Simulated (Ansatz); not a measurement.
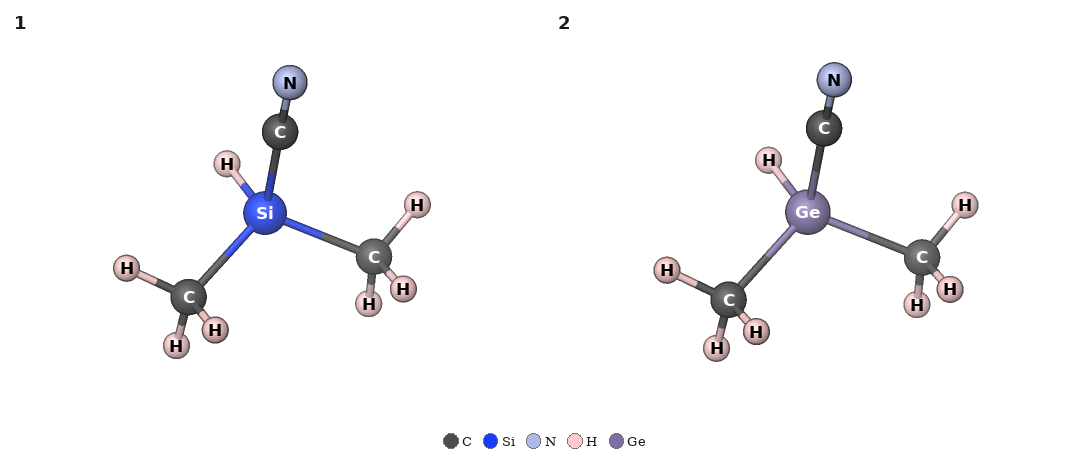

2 molecules with one skeleton, seen from the same side and at one scale. Charge 0, singlet. Computed geometries: PBE0-D4/def2-TZVP optimisations, one conformation each. Properties computed with Ansatz 0.2.0.

One atom differs, called X below: Si in panel 1, Ge in panel 2. Their formulas are C3H7NSi (`C[SiH](C)C#N`), C3H7GeN (`[CH3][GeH]([CH3])[C]#N`).

In which is the mean length of X–C larger (PBE0-D4/def2-TZVP)?

Answer. In panel 2 (X = Ge).

In which is the dipole moment larger (PBE0-D4/def2-TZVP)?

Answer. In panel 2 (X = Ge).

Give the values. With PBE0-D4/def2-TZVP: mean length of X–C (Å), length of X–H (Å), smallest angle C–X–H (°), largest angle C–X–H (°), dipole moment (D), harmonic zero-point energy (kJ/mol). With ωB97M-V/def2-QZVPP: HOMO energy (Kohn–Sham orbital) (eV), HOMO–LUMO gap (eV).

```json
{"quantity": "mean length of X–C (Å)", "1 (Si)": "1.861", "2 (Ge)": "1.942", "2 − 1": "+0.081"}
{"quantity": "length of X–H (Å)", "1 (Si)": "1.484", "2 (Ge)": "1.537", "2 − 1": "+0.053"}
{"quantity": "smallest angle C–X–H (°)", "1 (Si)": "105.2", "2 (Ge)": "105.1", "2 − 1": "−0.1"}
{"quantity": "largest angle C–X–H (°)", "1 (Si)": "111.3", "2 (Ge)": "112.1", "2 − 1": "+0.8"}
{"quantity": "HOMO energy (Kohn–Sham orbital) (eV)", "1 (Si)": "−11.50", "2 (Ge)": "−11.25", "2 − 1": "+0.25"}
{"quantity": "HOMO–LUMO gap (eV)", "1 (Si)": "12.77", "2 (Ge)": "12.55", "2 − 1": "−0.22"}
{"quantity": "dipole moment (D)", "1 (Si)": "4.25", "2 (Ge)": "4.55", "2 − 1": "+0.30"}
{"quantity": "harmonic zero-point energy (kJ/mol)", "1 (Si)": "238.7", "2 (Ge)": "235.5", "2 − 1": "−3.2"}
```
